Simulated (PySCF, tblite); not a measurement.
# C₆H₁₀FPSi: geometry, infrared bands and NMR shifts

Wanted: the infrared bands and NMR shifts of C₆H₁₀FPSi (`C#C[C@@H]1CCC[Si@@]1(F)P`), by calculation.

The runs use tblite 0.8.0 and PySCF 2.14.0, with density-fitted response routines of our own; the level of theory stands in each step. All values are computed, except where a source is named. Atoms are numbered from 0 throughout.

**1. The starting structure**

19 atoms, charge 0, multiplicity 1; geometry from: force field or distance geometry start.

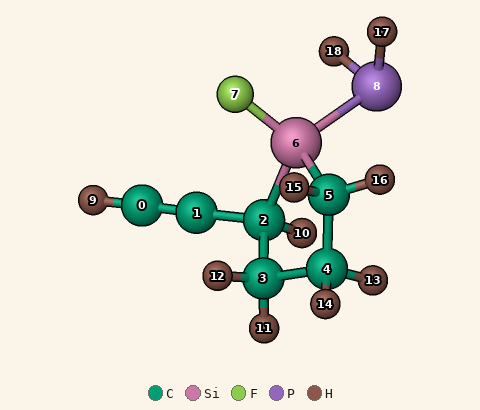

As it starts; carbon teal, silicon pink, fluorine green, phosphorus purple, hydrogen brown, atoms numbered.

**2. Relaxing the molecule with GFN2-xTB**

The job: settings as JSON, then the geometry in Å.

```
{"job": {"kind": "relax", "xc": "GFN2-xTB", "basis": "xTB"}, "charge": 0, "multiplicity": 1}
C      0.960300     3.014300    -1.320700
C      0.577700     1.897300    -1.124500
C      0.135400     0.511800    -0.873900
C     -1.412500     0.454100    -0.683800
C     -1.746000    -0.904200    -0.004700
C     -0.835600    -1.072500     1.216200
Si     0.831800    -0.307600     0.704600
F      1.289000     0.773300     1.800200
P      2.387500    -1.806000     0.300500
H      1.275200     4.014700    -1.493400
H      0.394400    -0.120200    -1.731900
H     -1.936700     0.546000    -1.632500
H     -1.768200     1.266500    -0.021300
H     -1.560900    -1.716300    -0.730500
H     -2.802700    -0.942600     0.280800
H     -1.238600    -0.506800     2.078000
H     -0.744800    -2.119800     1.511600
H      2.738200    -2.075600     1.641200
H      3.446900    -0.897500     0.076900
```

Started as:

```console
> OMP_NUM_THREADS=1 python probes_run.py task.json out
```

One launch serves the whole session: the jobs run in the order shown.

Standard output:

```text
step      E/eV     max force
  0    -732.02314    1.264
  1    -732.07235    2.352
  2    -732.10075    1.500
  3    -732.12708    0.273
  4    -732.13401    0.248
  5    -732.14205    0.295
  6    -732.14516    0.146
  7    -732.14715    0.096
  8    -732.14832    0.080
  9    -732.14943    0.085
 10    -732.15034    0.062
 11    -732.15111    0.061
 12    -732.15168    0.060
 13    -732.15220    0.060
 14    -732.15277    0.072
 15    -732.15334    0.076
 16    -732.15379    0.053
 17    -732.15409    0.037
 18    -732.15433    0.036
 19    -732.15460    0.044
 20    -732.15488    0.054
 21    -732.15517    0.048
 22    -732.15549    0.050
 23    -732.15581    0.062
 24    -732.15609    0.050
 25    -732.15628    0.030
 26    -732.15640    0.028
 27    -732.15652    0.028
 28    -732.15663    0.026
 29    -732.15671    0.020
 30    -732.15676    0.019
 31    -732.15680    0.019
 32    -732.15685    0.021
 33    -732.15690    0.015
 34    -732.15692    0.012
 35    -732.15694    0.011
 36    -732.15697    0.013
 37    -732.15700    0.018
 38    -732.15704    0.018
 39    -732.15708    0.015
 40    -732.15711    0.013
 41    -732.15713    0.014
 42    -732.15716    0.013
 43    -732.15719    0.016
 44    -732.15722    0.021
 45    -732.15726    0.019
 46    -732.15730    0.017
 47    -732.15733    0.017
 48    -732.15736    0.015
 49    -732.15739    0.013
 50    -732.15742    0.012
 51    -732.15745    0.014
 52    -732.15749    0.014
 53    -732.15751    0.013
 54    -732.15753    0.011
 55    -732.15755    0.009
```

Wall time 0.43 s (1 thread of Arm Neoverse V2, shared host).

Relaxation path: (not every step is listed)

| step | energy from step 0 (eV) | largest force (eV/Å) |
| --- | --- | --- |
| 0 | 0.0000 | 1.2638 |
| 1 | -0.0492 | 2.3521 |
| 2 | -0.0776 | 1.4996 |
| 3 | -0.1039 | 0.2733 |
| 4 | -0.1109 | 0.2482 |
| 5 | -0.1189 | 0.2946 |
| 6 | -0.1220 | 0.1458 |
| 7 | -0.1240 | 0.0960 |
| 8 | -0.1252 | 0.0803 |
| 12 | -0.1285 | 0.0601 |
| 16 | -0.1306 | 0.0533 |
| 20 | -0.1317 | 0.0543 |
| 24 | -0.1329 | 0.0495 |
| 28 | -0.1335 | 0.0258 |
| 32 | -0.1337 | 0.0210 |
| 36 | -0.1338 | 0.0131 |
| 40 | -0.1340 | 0.0131 |
| 44 | -0.1341 | 0.0210 |
| 48 | -0.1342 | 0.0145 |
| 50 | -0.1343 | 0.0124 |
| 51 | -0.1343 | 0.0137 |
| 52 | -0.1344 | 0.0136 |
| 53 | -0.1344 | 0.0125 |
| 54 | -0.1344 | 0.0106 |
| 55 | -0.1344 | 0.0093 |

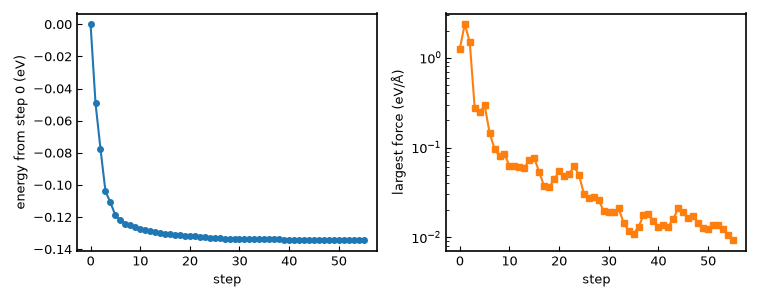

Energy and force, step by step.

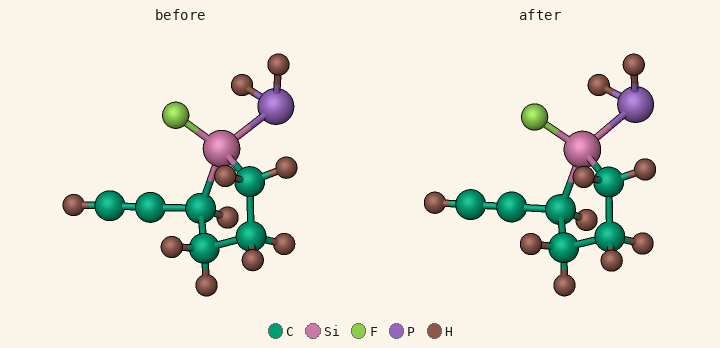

Before and after, at one scale.

Distances of close pairs at the start and the end, largest changes first:

| bond | before (Å) | after (Å) | change (Å) |
| --- | --- | --- | --- |
| Si6–P8 | 2.197 | 2.244 | +0.047 |
| C1–C2 | 1.476 | 1.440 | -0.035 |
| C3–C4 | 1.555 | 1.526 | -0.029 |
| P8–H18 | 1.413 | 1.385 | -0.029 |
| P8–H17 | 1.412 | 1.384 | -0.028 |
| Si6–F7 | 1.606 | 1.633 | +0.027 |
| C2–C3 | 1.561 | 1.537 | -0.024 |
| C5–H15 | 1.107 | 1.090 | -0.017 |

The end geometry stands in the next job.

**3. Vibrational analysis with GFN2-xTB**

The job: settings as JSON, then the geometry in Å.

```
{"job": {"kind": "ir", "xc": "GFN2-xTB", "basis": "xTB"}, "charge": 0, "multiplicity": 1}
C      0.960251     2.962186    -1.280565
C      0.581319     1.837332    -1.123169
C      0.109524     0.494467    -0.902167
C     -1.408130     0.442087    -0.664771
C     -1.746826    -0.893413    -0.009354
C     -0.851570    -1.070194     1.218980
Si     0.823076    -0.352228     0.668762
F      1.269455     0.784598     1.752365
P      2.471406    -1.824594     0.277733
H      1.294353     3.944819    -1.430370
H      0.356780    -0.106206    -1.784720
H     -1.952816     0.573073    -1.601370
H     -1.688615     1.257790     0.005128
H     -1.549937    -1.700329    -0.719071
H     -2.802898    -0.934354     0.262175
H     -1.243990    -0.485867     2.051222
H     -0.824703    -2.110339     1.535830
H      2.765495    -1.972436     1.622069
H      3.428021    -0.837140     0.113831
```

Standard output:

```text
mode    cm-1     km/mol
  1      44.9      0.12
  2      65.7     10.25
  3      78.9      1.02
  4      92.9      3.01
  5     121.2      4.69
  6     158.5     10.39
  7     198.2     22.82
  8     220.1      7.43
  9     264.0      0.53
 10     322.8     10.54
 11     382.8      9.15
 12     439.9      1.46
 13     494.4     43.29
 14     509.0     22.60
 15     611.0     58.65
 16     661.3     12.82
 17     670.1      5.59
 18     683.7      7.98
 19     694.2     44.21
 20     730.5     91.53
 21     756.5     83.84
 22     805.8    152.76
 23     885.0      5.79
 24     930.4      1.80
 25     978.0      3.25
 26    1022.3     10.20
 27    1058.7     26.93
 28    1080.8     16.96
 29    1105.1      9.67
 30    1135.2     11.97
 31    1157.1      7.17
 32    1179.2     14.35
 33    1225.4      4.38
 34    1259.3      2.85
 35    1269.7      2.26
 36    1323.5      3.09
 37    1334.2      2.17
 38    1467.9      4.46
 39    1493.0      1.32
 40    1500.8      0.36
 41    2285.7     35.53
 42    2304.9     84.61
 43    2381.9    129.14
 44    2910.1     31.12
 45    2964.2     12.04
 46    2976.4     37.74
 47    2984.9     36.60
 48    2989.8     52.96
 49    2993.1     74.02
 50    3016.6     28.04
 51    3399.1      4.95
```

Wall time 0.82 s (1 thread of Arm Neoverse V2, shared host).

The strongest bands and the atoms that carry them (share of the mass-weighted mode):

| cm⁻¹ | km/mol | atoms |
| --- | --- | --- |
| 611 | 58.6 | H9 45 %, Si6 19 %, C2 12 % |
| 730 | 91.5 | Si6 27 %, C5 22 %, H15 16 % |
| 756 | 83.8 | Si6 22 %, F7 21 %, H16 15 %, C5 14 % |
| 806 | 152.8 | Si6 32 %, C5 20 %, H16 18 %, F7 16 % |
| 2305 | 84.6 | H18 50 %, H17 47 % |
| 2382 | 129.1 | H17 50 %, H18 47 % |
| 2990 | 53.0 | H11 38 %, H15 25 %, H12 13 %, H14 12 % |
| 2993 | 74.0 | H15 55 %, H14 15 %, H12 14 % |

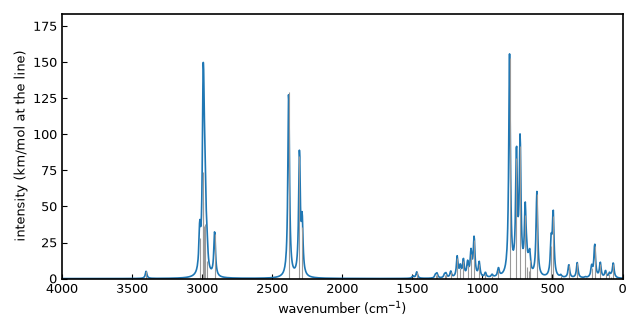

The infrared spectrum from these modes, unscaled. Lines are broadened to a width of 14 cm⁻¹ (Lorentzian).

**4. NMR shieldings: PBE0/pcSseg-1**

Settings changed since step 3:

```diff
@@ -1,2 +1,2 @@
-{"job": {"kind": "ir", "xc": "GFN2-xTB", "basis": "xTB"}, "charge": 0, "multiplicity": 1}
+{"job": {"kind": "nmr", "xc": "PBE0", "basis": "pcSseg-1"}, "charge": 0, "multiplicity": 1}
 C      0.960251     2.962186    -1.280565
```

Level: GIAO PBE0/pcSseg-1 NMR shielding, non-relativistic, gas phase.

Standard output:

```text
coarse grid: 17056 points
cycle   1  E = -964.5064154302  dE =  1.075e+00  |g| = 6.780e-01  |ddm| = 4.198e+00
cycle   2  E = -964.4471545006  dE =  5.926e-02  |g| = 9.398e-01  |ddm| = 1.456e+00
cycle   3  E = -964.6003808454  dE = -1.532e-01  |g| = 1.181e-01  |ddm| = 8.235e-01
cycle   4  E = -964.6028577591  dE = -2.477e-03  |g| = 4.081e-02  |ddm| = 1.373e-01
cycle   5  E = -964.6031165531  dE = -2.588e-04  |g| = 2.313e-02  |ddm| = 4.598e-02
cycle   6  E = -964.6032411752  dE = -1.246e-04  |g| = 5.783e-03  |ddm| = 2.111e-02
cycle   7  E = -964.6032489819  dE = -7.807e-06  |g| = 1.562e-03  |ddm| = 5.906e-03
final grid: 156424 points
cycle   8  E = -964.6631478815  dE = -4.203e-05  |g| = 8.644e-03  |ddm| = 4.683e-02
cycle   9  E = -964.6631358853  dE =  1.200e-05  |g| = 1.103e-02  |ddm| = 1.953e-02
cycle  10  E = -964.6631674619  dE = -3.158e-05  |g| = 8.842e-04  |ddm| = 1.124e-02
cycle  11  E = -964.6631676011  dE = -1.393e-07  |g| = 4.575e-04  |ddm| = 1.160e-03
cycle  12  E = -964.6631676448  dE = -4.362e-08  |g| = 1.530e-04  |ddm| = 4.122e-04
cycle  13  E = -964.6631676504  dE = -5.595e-09  |g| = 4.079e-05  |ddm| = 1.581e-04
cycle  14  E = -964.6631676506  dE = -2.860e-10  |g| = 1.315e-05  |ddm| = 3.998e-05
converged SCF energy = -964.6631676506

GIAO shielding tensors (ppm)
atom      isotropic    diamagn.    paramagn.     s11        s22        s33       span
  0 C      111.461     259.253    -147.793     40.691     43.084    250.606    209.915
  1 C       99.692     255.947    -156.255     -2.560      4.978    296.659    299.219
  2 C      164.450     253.798     -89.348    151.565    165.807    175.977     24.412
  3 C      147.165     247.486    -100.320    122.835    153.644    165.017     42.182
  4 C      159.201     249.025     -89.824    140.953    162.132    174.519     33.566
  5 C      166.576     255.141     -88.564    153.049    166.830    179.851     26.802
  6 Si     289.725     877.851    -588.127    247.026    290.210    331.939     84.913
  7 F      335.687     470.190    -134.503    304.313    339.404    363.344     59.031
  8 P      607.992     966.964    -358.972    573.038    615.345    635.592     62.554
  9 H       30.226      34.890      -4.663     24.727     24.990     40.962     16.234
 10 H       30.073      30.152      -0.080     26.589     28.216     35.412      8.823
 11 H       29.274      29.956      -0.682     24.135     27.848     35.838     11.703
 12 H       30.024      31.213      -1.189     25.781     29.211     35.079      9.299
 13 H       30.683      31.025      -0.341     26.456     28.437     37.157     10.701
 14 H       29.702      29.443       0.259     24.042     27.365     37.699     13.657
 15 H       30.724      31.164      -0.439     26.439     28.177     37.557     11.118
 16 H       30.587      30.455       0.132     26.080     28.603     37.076     10.996
 17 H       30.239      28.749       1.490     24.996     27.100     38.622     13.625
 18 H       30.075      29.235       0.840     24.635     27.614     37.974     13.339
```

It took 56 s on 1 thread of Arm Neoverse V2, shared host; peak memory 1 GiB.

Shifts follow as δ = σ(reference) − σ, with reference shieldings (ppm) from runs at the same level and on the same kind of geometry: 1H TMS 31.72, 13C TMS 186.9, 29Si TMS 349.2, 19F CFCl3 170.9, 31P H3PO4 318.4. The references are single molecules in the gas phase, so shifts against H2O, NH3, PH3, H3PO4 or CFCl3 are not on the usual liquid scales and can be off by tens of ppm. Atoms listed in one row are averaged.

| atoms | environment | σ (ppm) | δ (ppm) | δ scaled to CDCl3 |
| --- | --- | --- | --- | --- |
| C1 | alkyne carbon | 99.7 | 87.2 | 83.2 |
| C0 | terminal alkyne carbon | 111.5 | 75.5 | 71.7 |
| C3 | sp3 CH2 in a ring | 147.2 | 39.8 | 36.9 |
| C4 | sp3 CH2 in a ring | 159.2 | 27.7 | 25.1 |
| C2 | propargylic sp3 CH bonded to Si | 164.4 | 22.5 | 20.0 |
| C5 | sp3 CH2 bonded to Si | 166.6 | 20.3 | 17.9 |
| H11 | hydrogen on an sp3 CH2 in a ring | 29.27 | 2.44 | 2.41 |
| H14 | hydrogen on an sp3 CH2 in a ring | 29.70 | 2.02 | 2.01 |
| H12 | hydrogen on an sp3 CH2 in a ring | 30.02 | 1.69 | 1.70 |
| H10 | hydrogen on a propargylic sp3 CH bonded to Si | 30.07 | 1.64 | 1.66 |
| H17, H18 | hydrogen on a phosphorus bonded to Si | 30.16 | 1.56 | – |
| H9 | hydrogen on a terminal alkyne carbon | 30.23 | 1.49 | 1.51 |
| H16 | hydrogen on an sp3 CH2 bonded to Si | 30.59 | 1.13 | 1.17 |
| H13 | hydrogen on an sp3 CH2 in a ring | 30.68 | 1.03 | 1.08 |
| H15 | hydrogen on an sp3 CH2 bonded to Si | 30.72 | 0.99 | 1.04 |
| Si6 | silicon bonded to 2 C, F, P, in a 5-membered ring | 289.7 | 59.4 | – |
| F7 | fluorine bonded to Si | 335.7 | -164.7 | – |
| P8 | phosphorus bonded to Si, 2 H | 608.0 | -289.6 | – |

The scaled column applies a straight-line fit of computed shieldings to shifts measured in CDCl3, and one for carbons that bear F (root-mean-square error 0.16 ppm for H, 1.9 ppm for C).

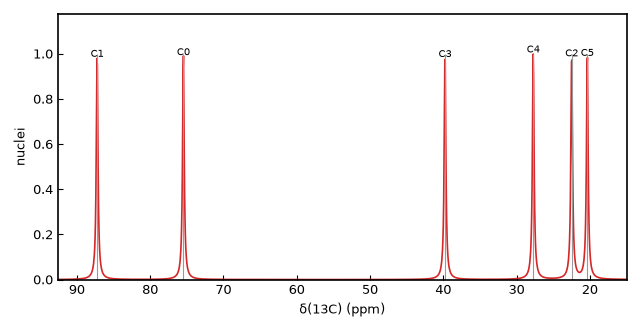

13C lines at the computed shifts, without couplings. Lines are broadened to a width of 0.27 ppm (Lorentzian).

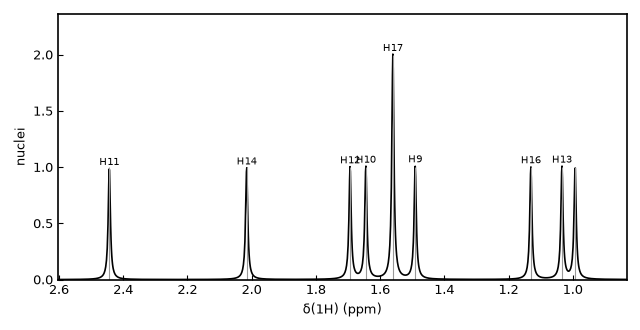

1H lines at the computed shifts, without couplings. Lines are broadened to a width of 0.01 ppm (Lorentzian).

Charges from the same density, by scheme (e):

| atoms | Mulliken | IAO | Hirshfeld | ESP fit |
| --- | --- | --- | --- | --- |
| C0 | -0.44 | -0.27 | -0.13 | -0.33 |
| C1 | 0.36 | -0.02 | -0.05 | -0.35 |
| C2 | -0.59 | -0.41 | -0.10 | 0.57 |
| C3 | -0.16 | -0.24 | -0.06 | -0.33 |
| C4 | -0.22 | -0.25 | -0.07 | 0.02 |
| C5 | -0.55 | -0.56 | -0.17 | -0.38 |
| Si6 | 1.07 | 1.15 | 0.41 | 0.53 |
| F7 | -0.41 | -0.53 | -0.21 | -0.33 |
| P8 | -0.23 | -0.12 | -0.01 | -0.41 |

Hirshfeld charges:

C0 -0.13; C1 -0.05; C2 -0.10; C3 -0.06; C4 -0.07; C5 -0.17; Si6 0.41; F7 -0.21; P8 -0.01; H9 0.09; H10 0.05; H11 0.04; H12 0.04; H13 0.04; H14 0.04; H15 0.04; H16 0.04; H17 0.00; H18 0.00

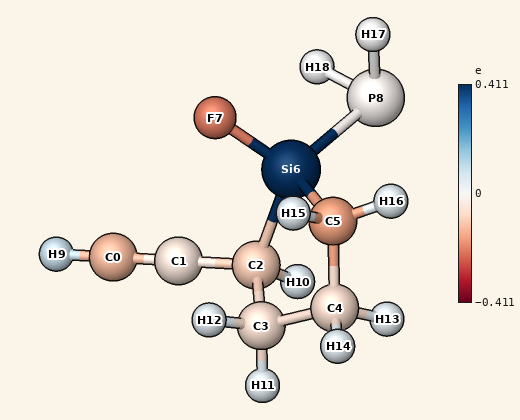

Hirshfeld charges, as colours on the atoms.

Mayer bond orders: C0–C1 2.47, C1–C2 1.04, C2–C3 1.00, C3–C4 1.03, C4–C5 1.03, C5–Si6 0.90, Si6–F7 0.95, Si6–P8 1.04, Si6–C2 0.80.

Ring of atoms C2, C3, C4, C5, Si6: NICS(0) -4.7, NICS(1) -4.0, NICS(1)zz -1.6 ppm (means of both faces).

Orbitals, density, ELF and potential are computed afterwards from the orbital file.

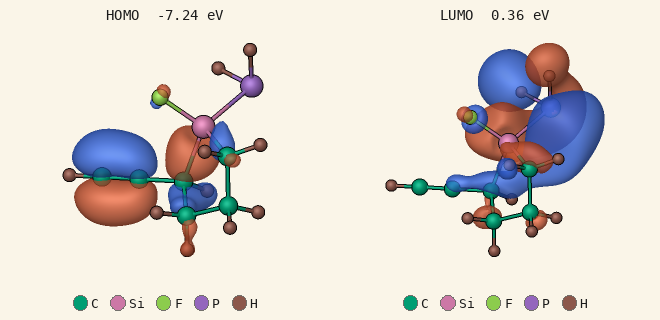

Frontier orbitals at PBE0/pcSseg-1; each surface holds 70 % of the orbital's density, blue and red mark the sign.

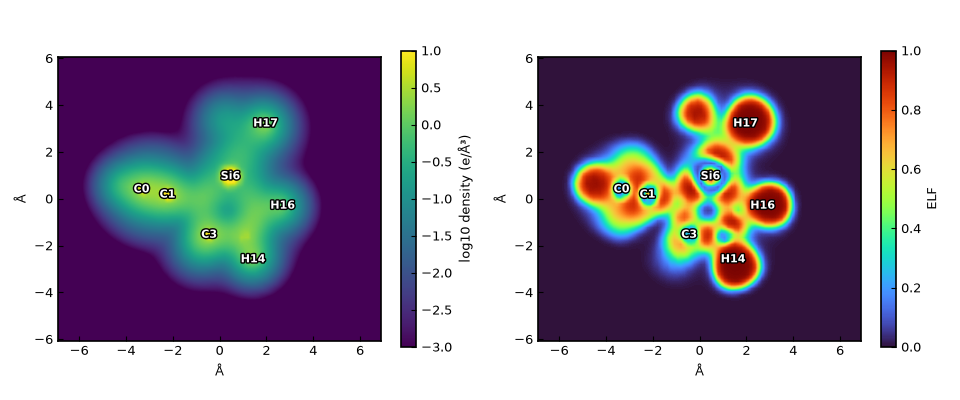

Density (left) and ELF (right) in a plane through or near 7 of the atoms.

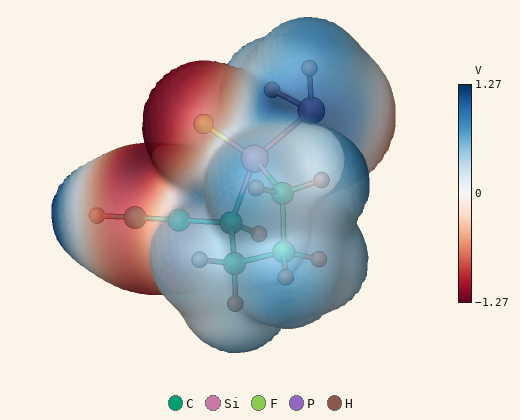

The potential that a unit positive charge feels on the 0.002 e/bohr³ surface, from -1.27 V near F7 to 1.19 V near H9.

**5. Results**

| quantity | value |
| --- | --- |
| strongest single infrared mode (GFN2-xTB) | 806 cm⁻¹, 153 km/mol |
| zero-point energy (GFN2-xTB) | 88.1 kcal/mol |
| 13C shifts against TMS (PBE0/pcSseg-1) | 87.2, 75.5, 39.8, 27.7, 22.5, 20.3 ppm |
| 1H shifts against TMS (PBE0/pcSseg-1, means over atoms taken as alike) | 2.44, 2.02, 1.69, 1.64, 1.56, 1.49, 1.13, 1.03, 0.99 ppm |
| 29Si shifts against TMS (PBE0/pcSseg-1) | 59.4 ppm |
| 19F shifts against CFCl3 (PBE0/pcSseg-1) | -164.7 ppm |
| 31P shifts against H3PO4 (PBE0/pcSseg-1) | -289.6 ppm |
| surface potential, least and greatest | -1.27 V and 1.19 V |

What this shows: Relaxing lowered the energy by 0.134 eV in 55 steps; the close pair that moved most is Si6–P8, from 2.197 to 2.244 Å. No mode is imaginary among the 51: a minimum at this level. The strongest single mode, at 806 cm⁻¹, is spread over several atoms, Si6, C5, H16, F7 among them. Unscaled tight-binding wavenumbers are off by several per cent, some by more. Its intensities can rank the bands wrongly. At PBE0/pcSseg-1: The largest span, 299 ppm, is at C1, where the paramagnetic term is -156 ppm.
